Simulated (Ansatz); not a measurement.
CH$_{5}$BN$_{2}$Se: several calculations on one system

Part 1: Relaxation

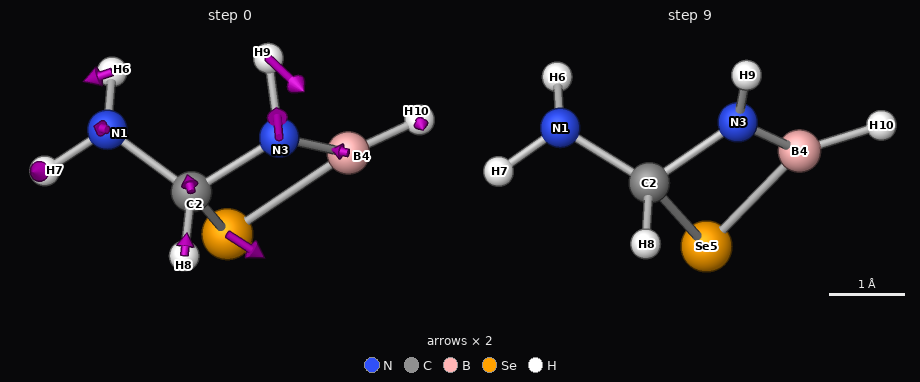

The structure of CH5BN2Se before (left) and after (right) a relaxation, at one scale. The purple arrows give the displacements, 2 times their true length.

The picture is a ball-and-stick view, seen at a tilt.

The run prepares an end point of a later path (inversion) calculation, from a guessed geometry.

These are results of RKS B3LYP/def2-mTZVP in Ansatz 0.2.0, not measurements.

Input
```yaml
crystal:
  periodic: [false, false, false]
  atoms:
    - { symbol: "N", position_ang: [-1.5435, -0.1069, 0.2235] }
    - { symbol: C, position_ang: [-0.3021, -0.6629, -0.1254] }
    - { symbol: "N", position_ang: [0.7094, -0.2701, 0.7961] }
    - { symbol: B, position_ang: [1.7897, 0.4685, -0.1487] }
    - { symbol: Se, position_ang: [0.4421, 0.077, -1.7252] }
    - { symbol: H, position_ang: [-1.5186, 0.9951, 0.1403] }
    - { symbol: H, position_ang: [-2.2541, -0.364, -0.5096] }
    - { symbol: H, position_ang: [-0.3338, -1.7501, -0.1932] }
    - { symbol: H, position_ang: [0.393, 0.4638, 1.5258] }
    - { symbol: H, position_ang: [2.7009, 1.0984, 0.0194] }
basis:
  gaussian: { orbitals: def2-mTZVP }
hamiltonian:
  xc: b3lyp
relax:
  f_tol: 0.015
  max_steps: 40
output:
  orbitals: {}
```

Command:
```bash
ansatz run input.yaml --threads 2 --pin off --max-ram 3072MiB --backend cpu --events-out ev --progress --plain --runs-dir out
```

Q: Describe what moved and what it gained.

A: After 9 geometry steps the energy has fallen by 171.3 kJ/mol. The largest force component goes from 5.8 to 0.012 eV/Å. The atom that moves furthest after the best rigid fit is H9 (0.51 Å). By element the largest moves are H 0.51 Å, N 0.36 Å, Se 0.32 Å, C 0.14 Å, B 0.13 Å. Among the contacts that change: N3–B4 1.614 → 1.400 Å, C2–Se5 1.913 → 2.120 Å, B4–Se5 2.111 → 1.975 Å, N1–H6 1.105 → 1.015 Å. Among the angles between lasting bonds that change: B4–N3–H9 106.3° → 133.5°, N3–B4–Se5 85.7° → 97.2°, N3–C2–Se5 99.1° → 89.7°.

Part 2: Relaxation

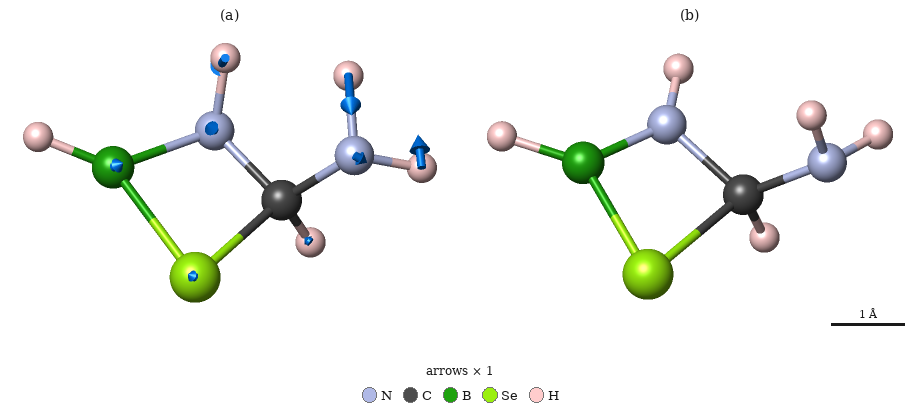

The structure of CH5BN2Se before (left) and after (right) a relaxation, at one scale. The blue arrows give the displacements, at their true length.

A ball-and-stick model, seen face on.

The run prepares an end point of a later path (inversion) calculation, from a guessed geometry.

Level of theory: RKS B3LYP/def2-mTZVP in Ansatz 0.2.0. Set-up: no spin polarisation; force threshold 0.015 eV/Å; at most 40 steps.

> Summarise the run.

The energy falls by 1.882 eV in 12 accepted moves (13 points after the start). Largest force component: 5.8 eV/Å at the start, 0.0095 eV/Å at the end. The line search rejected the trial step at point 11 of the run. An H atom moves most after the best rigid fit: 0.92 Å. Largest moves by element: H 0.92 Å, N 0.22 Å, B 0.21 Å, Se 0.13 Å, C 0.08 Å. Among the contacts that change: B–N 1.614 → 1.398 Å, C–Se 1.913 → 2.048 Å, B–Se 2.111 → 1.982 Å, H–N 1.105 → 1.014 Å. Among the angles between lasting bonds that change: B–N–H 106.3° → 132.7°, N–B–Se 85.7° → 95.7°, H–N–H 101.9° → 110.3°. Groups turn about C–N by about 45°.

Part 3: Path

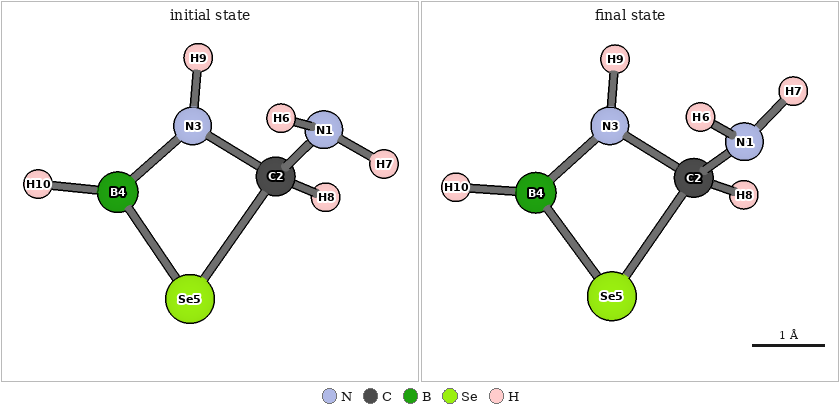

The two relaxed end points of a path for CH5BN2Se. The picture is a ball-and-stick view, seen at a tilt.

Theory: RKS B3LYP/def2-mTZVP in Ansatz.

Run with 9 movable images; climbing image; force threshold 0.05 eV/Å; iteration limit 49.

Start:
```xyz
10

N    -1.6329   -0.0317    0.1551
C    -0.3426   -0.5263   -0.1059
N     0.6888    0.0759    0.7067
B     1.6747    0.5093   -0.1878
Se    0.7320    0.0159   -1.8515
H    -1.6982    0.9719    0.0156
H    -2.3541   -0.4988   -0.3839
H    -0.3411   -1.6152   -0.0939
H     0.6252    0.0545    1.7176
H     2.7311    0.9932    0.0310
```

End:
```xyz
10

N    -1.6678   -0.0391   -0.2711
C    -0.3348   -0.5169   -0.2607
N     0.6343    0.0727    0.6736
B     1.6844    0.5161   -0.1354
Se    0.8190    0.0492   -1.8558
H    -1.7197    0.9714   -0.1978
H    -2.2534   -0.4747    0.4350
H    -0.3386   -1.6043   -0.2125
H     0.5279   -0.0105    1.6779
H     2.7315    0.9848    0.1499
```

> Predict the minimum-energy path and its barrier.

The highest point, image 6, lies 0.193 eV above the start and 0.026 eV above the end; the end is at +0.167 eV relative to the start. The motion is an umbrella inversion at N1. No bond forms or breaks between the ends. Among the angles between lasting bonds that change up to the highest image: H6–N1–H7 109.7° → 116.7°, C2–N1–H7 113.1° → 119.9°. The band converged in 12 iterations, with a climbing image at the top. At the top, the vibrational analysis gives one imaginary mode (389i cm⁻¹), as a transition state must have.

Energies of the converged images:

```csv
image,path (Å),E (eV)
0,0.00,0.000
1,0.13,0.005
2,0.25,0.023
3,0.38,0.061
4,0.50,0.122
5,0.63,0.176
6,0.75,0.193
7,0.89,0.185
8,1.02,0.176
9,1.15,0.170
10,1.29,0.167
```

The geometry at the top of the path:

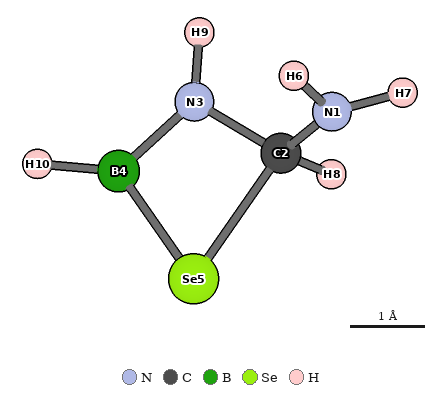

The run took 7 min on 2 threads of Arm Neoverse V2, on a shared host, peak memory 0.34 GiB.
